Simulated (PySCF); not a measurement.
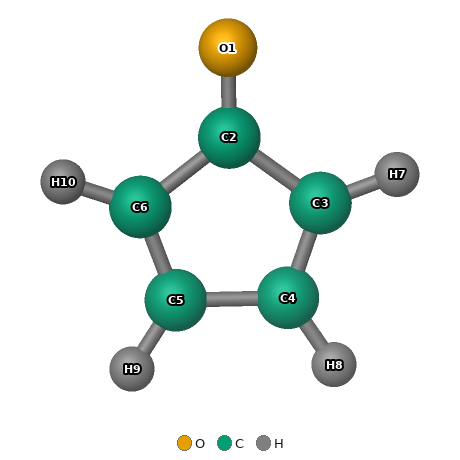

C₅H₄O (cyclopentadienone), SMILES O=C1C=CC=C1. Simulated ¹H spectrum at 500 MHz, line width 0.6 Hz, from GIAO shifts (HF/pcSseg-2, against TMS) and couplings (B3LYP/pcJ-1), PySCF 2.14.0, at a PBE0-D3(BJ)/def2-SVP geometry (no frequency check). Gas phase, values of one conformer, averaged over methyl-type rotors and exact or near symmetry; couplings among ¹H are treated exactly, other nuclei are left out. The spin-dipole term of J is left out for all pairs. The upper panels enlarge each group of lines, each scaled alone.

### Give the shifts and couplings that make up the spectrum.

| δ (ppm) | nuclei | atoms |
| --- | --- | --- |
| 7.31 | 2 | H8, H9 |
| 5.88 | 2 | H7, H10 |


| pair | J (Hz) |
| --- | --- |
| H8–H7, H9–H10 | 7.4 |
| H8–H9 | 3.4 |
| H7–H10 | 2.3 |

Not listed: couplings under 0.5 Hz, those between magnetically equivalent nuclei.

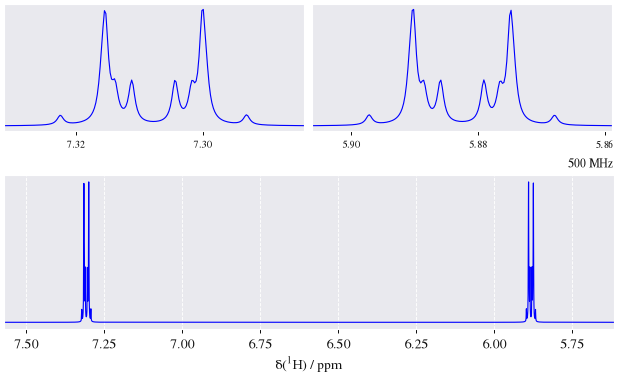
